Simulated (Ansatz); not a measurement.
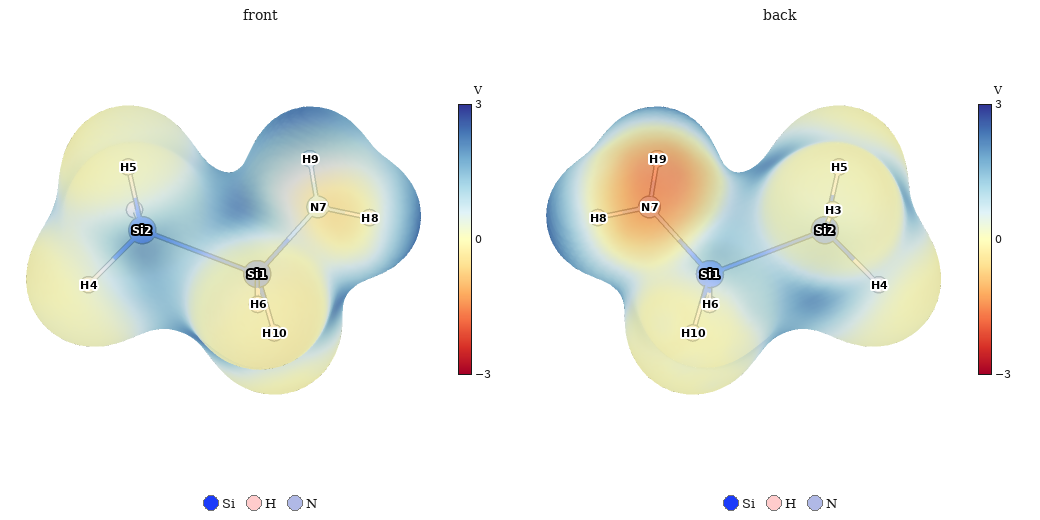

*H₇NSi₂. The electrostatic potential painted on the density surface at 0.004 e/bohr³, seen from the front and from behind; red is negative and blue positive.*

Computed with RHF/def2-SVP in Ansatz 0.2.0.

The calculation's input:

```
crystal:
  periodic: [false, false, false]
  atoms:
    - { symbol: Si, position_ang: [0.199146, 0.062174, 5.5e-05] }
    - { symbol: Si, position_ang: [0.970868, 0.041089, 2.115112] }
    - { symbol: H, position_ang: [0.019016, -0.125536, 3.244511] }
    - { symbol: H, position_ang: [1.954977, -1.073179, 2.163738] }
    - { symbol: H, position_ang: [1.716053, 1.311313, 2.331311] }
    - { symbol: H, position_ang: [1.57761, 0.085217, -0.501526] }
    - { symbol: "N", position_ang: [-0.836948, 1.36547, -0.45456] }
    - { symbol: H, position_ang: [-1.315249, 1.362001, -1.3349] }
    - { symbol: H, position_ang: [-0.704528, 2.296003, -0.111486] }
    - { symbol: H, position_ang: [-0.442245, -1.195053, -0.443654] }
basis:
  gaussian: { orbitals: def2-SVP }
hamiltonian:
  xc: hf
relax:
  f_tol: 0.03
  max_steps: 50
output:
  orbitals: {}
```

Launched as:

```sh
ansatz run input.yaml --threads 1 --pin off --max-ram 2048MiB --backend cpu --events-out ev --progress --plain --runs-dir out
```

The fields are those of the run's last geometry, not of the input's.

Describe the electrostatic potential map.

Answer. The most negative region (about −1.5 V) lies over N7, the most positive (about +2.3 V) over Si1, H8 and H9. N7 is the likeliest acceptor of a hydrogen bond.
